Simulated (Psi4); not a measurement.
## Run report: C6H10, single-point calculation

System: C6H10 (1-methylcyclopentene), SMILES CC1=CCCC1.
Method: B2PLYP/6-31G*, RKS (Psi4 1.11).

The geometry comes from this level: PBE0-D4/def2-TZVP.

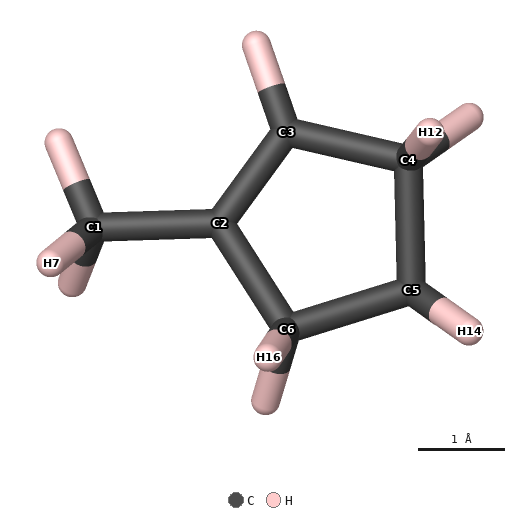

*The structure (stick view, seen on its broad side; atoms are numbered from 1 in the order of the input).*

Bond lengths as drawn: C–C 1.33 to 1.54 Å and C–H 1.08 to 1.10 Å.

### Results in brief

- outcome: converged
- total energy: −234.340627 hartree
- SCF energy: −234.087532 hartree
- basis functions: 104
- HOMO: −7.22 eV
- LUMO: 2.81 eV
- hardware: 1 thread of AMD EPYC (Zen 3), 64 GiB of memory available, shared host
- wall time: 45 s
- peak memory: 0.75 GiB

### Input file (c6h10.json)
```
{
  "schema_name": "qcschema_input",
  "schema_version": 1,
  "molecule": {
    "schema_name": "qcschema_molecule",
    "schema_version": 2,
    "symbols": ["C", "C", "C", "C", "C", "C", "H", "H", "H", "H", "H", "H", "H", "H", "H", "H"],
    "geometry": [-0.3449695, 0.29001627, 4.15112358, 0.07424734, 0.07403947, 1.38284489, 2.27619401, -0.05255328, 0.17334458, 1.96351993, -0.38533405, -2.62276979, -0.84863821, 0.22032317, -3.03425765, -2.09568737, -0.1524631, -0.4429518, -1.42258583, -1.32802393, 4.86322908, -1.45234901, 1.97827869, 4.60581059, 1.43500133, 0.38476714, 5.18761947, 4.10590244, -0.01439971, 1.09753404, 3.20414403, 0.84049349, -3.73273822, 2.42134388, -2.33143071, -3.17931303, -1.0377809, 2.1983184, -3.5983031, -1.71080686, -0.92299893, -4.51842965, -3.59329533, 1.22569526, -0.07118598, -2.97425884, -2.02474706, -0.26155699],
    "molecular_charge": 0,
    "molecular_multiplicity": 1,
    "fix_symmetry": "c1",
    "fix_com": true,
    "fix_orientation": true
  },
  "driver": "energy",
  "model": {
    "method": "b2plyp",
    "basis": "6-31G*"
  },
  "keywords": {
    "puream": true,
    "e_convergence": 1e-09,
    "d_convergence": 1e-08,
    "scf_type": "pk",
    "dft_radial_points": 99,
    "dft_spherical_points": 590,
    "num_frozen_docc": 6
  }
}
```

Command:
```bash
psi4 --qcschema c6h10.json -n 1 --memory 1600MB
```

### The program's output
```
Psi4 1.11 release

   => Loading Basis Set <=

    Name: 6-31G*
    Role: ORBITAL
    Keyword: BASIS

         ---------------------------------------------------------
                                   SCF
                              RKS Reference
                        1 Threads,   1525 MiB Core
         ---------------------------------------------------------

  ==> Geometry <==

    Molecular point group: c1
    Full point group: C1

    Geometry (in Bohr), charge = 0, multiplicity = 1:

       Center              X                  Y                   Z               Mass
    ------------   -----------------  -----------------  -----------------  -----------------
         C           -0.344969500000     0.290016270000     4.151123580000    12.000000000000
         C            0.074247340000     0.074039470000     1.382844890000    12.000000000000
         C            2.276194010000    -0.052553280000     0.173344580000    12.000000000000
         C            1.963519930000    -0.385334050000    -2.622769790000    12.000000000000
         C           -0.848638210000     0.220323170000    -3.034257650000    12.000000000000
         C           -2.095687370000    -0.152463100000    -0.442951800000    12.000000000000
         H           -1.422585830000    -1.328023930000     4.863229080000     1.007825032230
         H           -1.452349010000     1.978278690000     4.605810590000     1.007825032230
         H            1.435001330000     0.384767140000     5.187619470000     1.007825032230
         H            4.105902440000    -0.014399710000     1.097534040000     1.007825032230
         H            3.204144030000     0.840493490000    -3.732738220000     1.007825032230
         H            2.421343880000    -2.331430710000    -3.179313030000     1.007825032230
         H           -1.037780900000     2.198318400000    -3.598303100000     1.007825032230
         H           -1.710806860000    -0.922998930000    -4.518429650000     1.007825032230
         H           -3.593295330000     1.225695260000    -0.071185980000     1.007825032230
         H           -2.974258840000    -2.024747060000    -0.261556990000     1.007825032230

  Running in c1 symmetry.

  Rotational constants: A =      0.23368  B =      0.10227  C =      0.07567 [cm^-1]
  Rotational constants: A =   7005.49774  B =   3066.12254  C =   2268.66489 [MHz]
  Nuclear repulsion =  234.496079014094391

  Charge       = 0
  Multiplicity = 1
  Electrons    = 46
  Nalpha       = 23
  Nbeta        = 23

  ==> Algorithm <==

  SCF Algorithm Type is PK.
  DIIS enabled.
  MOM disabled.
  Fractional occupation disabled.
  Guess Type is SAD.
  Energy threshold   = 1.00e-09
  Density threshold  = 1.00e-08
  Integral threshold = 1.00e-12

  ==> Primary Basis <==

  Basis Set: 6-31G*
    Blend: 6-31G*
    Number of shells: 56
    Number of basis functions: 104
    Number of Cartesian functions: 110
    Spherical Harmonics?: true
    Max angular momentum: 2

  ==> DFT Potential <==

   => LibXC <=

    Version 7.1.2

   => Composite Functional: B2PLYP <=

    B2PLYP Double Hybrid Exchange-Correlation Functional

    Deriv               =              1
    GGA                 =           TRUE
    Meta                =          FALSE

    Exchange Hybrid     =           TRUE
    MP2 Hybrid          =           TRUE

   => Exchange Functionals <=

    0.4700     XC_GGA_X_B88

   => Exact (HF) Exchange <=

    0.5300               HF

   => Correlation Functionals <=

    0.7300     XC_GGA_C_LYP

   => MP2 Correlation <=

    0.2700       MP2

   => LibXC Density Thresholds  <==

    XC_GGA_C_LYP:  1.00E-14
    XC_GGA_X_B88:  1.00E-15

   => Molecular Quadrature <=

    Radial Scheme          =       TREUTLER
    Pruning Scheme         =           NONE
    Nuclear Scheme         =       TREUTLER

    Blocking Scheme        =         OCTREE
    BS radius alpha        =              1
    Pruning alpha          =              1
    Radial Points          =             99
    Spherical Points       =            590
    Total Points           =         862511
    Total Blocks           =           5899
    Max Points             =            256
    Max Functions          =            103
    Weights Tolerance      =       1.00E-15

  ==> Integral Setup <==

  Using in-core PK algorithm.
   Calculation information:
      Number of atoms:                  16
      Number of AO shells:              56
      Number of primitives:            130
      Number of atomic orbitals:       110
      Number of basis functions:       104

      Integral cutoff                 1.00e-12
      Number of threads:                 1

  Performing in-core PK
  Using 29817060 doubles for integral storage.
  We computed 1184207 shell quartets total.
  Whereas there are 1274406 unique shell quartets.

  ==> DiskJK: Disk-Based J/K Matrices <==

    J tasked:                  Yes
    K tasked:                  Yes
    wK tasked:                  No
    Memory [MiB]:              892
    Schwarz Cutoff:          1E-12

  Cached 11.1% of DFT collocation blocks in 0.240 [GiB].

  Minimum eigenvalue in the overlap matrix is 1.9460268017E-03.
  Reciprocal condition number of the overlap matrix is 3.3021808977E-04.
    Using symmetric orthogonalization.

  ==> Pre-Iterations <==

  SCF Guess: Superposition of Atomic Densities via on-the-fly atomic UHF (no occupation information).

   -------------------------
    Irrep   Nso     Nmo
   -------------------------
     A        104     104
   -------------------------
    Total     104     104
   -------------------------

  ==> Iterations <==

                        Total Energy        Delta E     RMS |[F,P]|

   @RKS iter SAD:  -233.50469481844655   -2.33505e+02   0.00000e+00
   @RKS iter   1:  -233.84099970913564   -3.36305e-01   6.24262e-03 ADIIS/DIIS
   @RKS iter   2:  -233.93403780212918   -9.30381e-02   5.15937e-03 ADIIS/DIIS
   @RKS iter   3:  -234.08664552357598   -1.52608e-01   3.87880e-04 ADIIS/DIIS
   @RKS iter   4:  -234.08733409604113   -6.88572e-04   1.86787e-04 ADIIS/DIIS
   @RKS iter   5:  -234.08751984582568   -1.85750e-04   4.67654e-05 DIIS
   @RKS iter   6:  -234.08753021771693   -1.03719e-05   1.67103e-05 DIIS
   @RKS iter   7:  -234.08753179935047   -1.58163e-06   2.61753e-06 DIIS
   @RKS iter   8:  -234.08753184191804   -4.25676e-08   4.92367e-07 DIIS
   @RKS iter   9:  -234.08753184329296   -1.37493e-09   1.76041e-07 DIIS
   @RKS iter  10:  -234.08753184348058   -1.87612e-10   3.38770e-08 DIIS
   @RKS iter  11:  -234.08753184348953   -8.95284e-12   8.85586e-09 DIIS
  Energy and wave function converged.

  ==> Post-Iterations <==

   Electrons on quadrature grid:
      Ntotal   =   45.9999976959 ; deviation = -2.304e-06

    Orbital Energies [Eh]
    ---------------------

    Doubly Occupied:

       1A    -10.610001     2A    -10.605193     3A    -10.604949
       4A    -10.604290     5A    -10.603538     6A    -10.597783
       7A     -0.962441     8A     -0.852928     9A     -0.805034
      10A     -0.756751    11A     -0.657159    12A     -0.588088
      13A     -0.539342    14A     -0.535384    15A     -0.479478
      16A     -0.473631    17A     -0.450146    18A     -0.421505
      19A     -0.397395    20A     -0.393005    21A     -0.390395
      22A     -0.382022    23A     -0.265268

    Virtual:

      24A      0.103354    25A      0.155000    26A      0.177122
      27A      0.187989    28A      0.206006    29A      0.224439
      30A      0.243465    31A      0.244243    32A      0.248181
      33A      0.264412    34A      0.275796    35A      0.299459
      36A      0.307516    37A      0.329041    38A      0.376614
      39A      0.414206    40A      0.525426    41A      0.606857
      42A      0.612537    43A      0.624392    44A      0.640045
      45A      0.664007    46A      0.687551    47A      0.718363
      48A      0.747825    49A      0.762521    50A      0.779809
      51A      0.798457    52A      0.839621    53A      0.865480
      54A      0.883411    55A      0.894964    56A      0.915928
      57A      0.966964    58A      0.970393    59A      0.982771
      60A      0.992480    61A      1.004435    62A      1.017140
      63A      1.026688    64A      1.050090    65A      1.063224
      66A      1.075121    67A      1.084646    68A      1.175461
      69A      1.252359    70A      1.257611    71A      1.402309
      72A      1.488492    73A      1.511374    74A      1.555319
      75A      1.624492    76A      1.729674    77A      1.804694
      78A      1.872911    79A      1.919981    80A      1.982796
      81A      1.994208    82A      2.029650    83A      2.039493
      84A      2.080178    85A      2.119182    86A      2.147546
      87A      2.176447    88A      2.246231    89A      2.269746
      90A      2.312168    91A      2.352425    92A      2.419393
      93A      2.425864    94A      2.518725    95A      2.558565
      96A      2.589602    97A      2.621307    98A      2.667174
      99A      2.710973   100A      2.769270   101A      2.803939
     102A      2.877181   103A      3.107206   104A      3.194427

    Final Occupation by Irrep:
              A
    DOCC [    23 ]
    NA   [    23 ]
    NB   [    23 ]

  @RKS Final Energy:  -234.08753184348953

   => Energetics <=

    Nuclear Repulsion Energy =            234.4960790140943914
    One-Electron Energy =                -778.6905196903745718
    Two-Electron Energy =                 327.5228148740177403
    DFT Exchange-Correlation Energy =     -17.4159060412270428
    Empirical Dispersion Energy =           0.0000000000000000
    VV10 Nonlocal Energy =                  0.0000000000000000
    Total Energy =                       -234.0875318434895291

Computation Completed

Properties will be evaluated at   0.000000,   0.000000,   0.000000 [a0]

Properties computed using the SCF density matrix

 Multipole Moments:

 ------------------------------------------------------------------------------------
     Multipole            Electronic (a.u.)      Nuclear  (a.u.)        Total (a.u.)
 ------------------------------------------------------------------------------------

 L = 1.  Multiply by 2.5417464519 to convert [e a0] to [Debye]
 Dipole X            :         -5.1946443            5.1233121           -0.0713322
 Dipole Y            :          0.0147041           -0.0298765           -0.0151724
 Dipole Z            :          2.0156513           -1.9633309            0.0523204
 Magnitude           :                                                    0.0897547

 ------------------------------------------------------------------------------------

	total time  =         43 seconds =       0.72 minutes

   => Loading Basis Set <=

    Name: (6-31G* AUX)
    Role: RIFIT
    Keyword: DF_BASIS_MP2

	 --------------------------------------------------------
	                          DF-MP2
	      2nd-Order Density-Fitted Moller-Plesset Theory
	              RMP2 Wavefunction,   1 Threads

	 --------------------------------------------------------

   => Auxiliary Basis Set <=

  Basis Set: (6-31G* AUX)
    Blend: CC-PVDZ-RI
    Number of shells: 168
    Number of basis functions: 476
    Number of Cartesian functions: 546
    Spherical Harmonics?: true
    Max angular momentum: 3

	 --------------------------------------------------------
	                 NBF =   104, NAUX =   476
	 --------------------------------------------------------
	   CLASS    FOCC     OCC    AOCC    AVIR     VIR    FVIR
	   PAIRS       6      23      17      81      81       0
	 --------------------------------------------------------

	-----------------------------------------------------------
	 ==================> DF-MP2 Energies <====================
	-----------------------------------------------------------
	 Reference Energy          =    -234.0875318434895291 [Eh]
	 Singles Energy            =      -0.0000000000000000 [Eh]
	 Same-Spin Energy          =      -0.2308779144064961 [Eh]
	 Opposite-Spin Energy      =      -0.7065103912378717 [Eh]
	 Correlation Energy        =      -0.9373883056443678 [Eh]
	 Total Energy              =    -235.0249201491338908 [Eh]
	-----------------------------------------------------------
	 ================> DF-SCS-MP2 Energies <==================
	-----------------------------------------------------------
	 SCS Same-Spin Scale       =       0.3333333333333333 [-]
	 SCS Opposite-Spin Scale   =       1.2000000000000000 [-]
	 SCS Same-Spin Energy      =      -0.0769593048021654 [Eh]
	 SCS Opposite-Spin Energy  =      -0.8478124694854461 [Eh]
	 SCS Correlation Energy    =      -0.9247717742876115 [Eh]
	 SCS Total Energy          =    -235.0123036177771496 [Eh]
	-----------------------------------------------------------

    B2PLYP Energy Summary
    ---------------------
    DFT Reference Energy                  =  -234.0875318434895291
    Scaled MP2 Correlation                =    -0.2530948425239793
    @Final double-hybrid DFT total energy =  -234.3406266860135077

	total time  =          1 seconds =       0.02 minutes

    Psi4 run time: 0:00:43.46
```

### File result.json
```
{
 "driver": "energy",
 "model": {
  "method": "b2plyp",
  "basis": "6-31G*"
 },
 "success": true,
 "return_result": -234.3406266860135,
 "properties": {
  "calcinfo_nbasis": 104,
  "calcinfo_nmo": 104,
  "calcinfo_nalpha": 23,
  "calcinfo_nbeta": 23,
  "calcinfo_natom": 16,
  "nuclear_repulsion_energy": 234.4960790140944,
  "return_energy": -234.3406266860135,
  "scf_one_electron_energy": -778.6905196903746,
  "scf_two_electron_energy": 327.52281487401774,
  "scf_xc_energy": -17.415906041227043,
  "scf_dipole_moment": [-0.07133216479121618, -0.01517240635784911, 0.052320385516587464],
  "scf_total_energy": -234.08753184348953,
  "scf_iterations": 11
 }
}
```

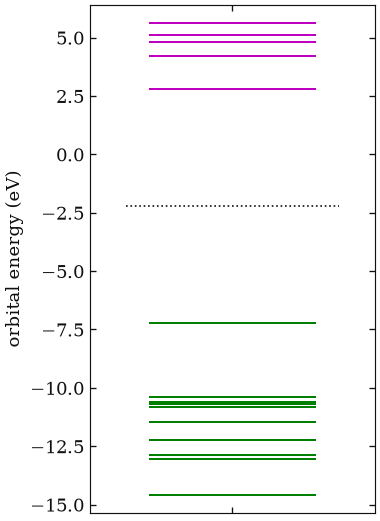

*Orbital energies near the frontier; the dotted line parts filled from empty levels, and levels within 0.02 eV of each other stand side by side.*

Highest filled −7.22 eV, lowest empty 2.81 eV, 10.03 eV apart.
